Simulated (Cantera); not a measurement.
Input: 1 mol CH₂F₂, a varied amount of Si, 13 mol H₂, equilibrated at 2750 K and 0.00500 bar.

Method: chemical equilibrium by Gibbs-energy minimisation in Cantera with the NASA 1993 tables (ideal gas, pure condensed phases). Candidate condensed phases: C, C₆H₆, C₇H₈, C₈H₁₈, Si, SiC; 113 gas species. The tables' values for SiF, SiF₂, SiF₃ are old estimates; treat these amounts as uncertain. Kinetics and transport are ignored.

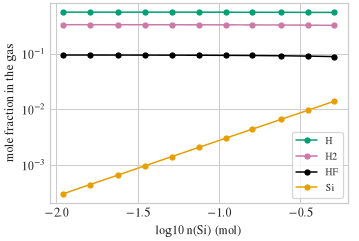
Equilibrium gas composition (values under 1e-9 drawn at 1e-9)

From 0.011 mol Si to 0.35 mol Si the condensed part is C(graphite). At 0.51 mol Si nothing is condensed. The main Si-bearing gas is Si throughout.
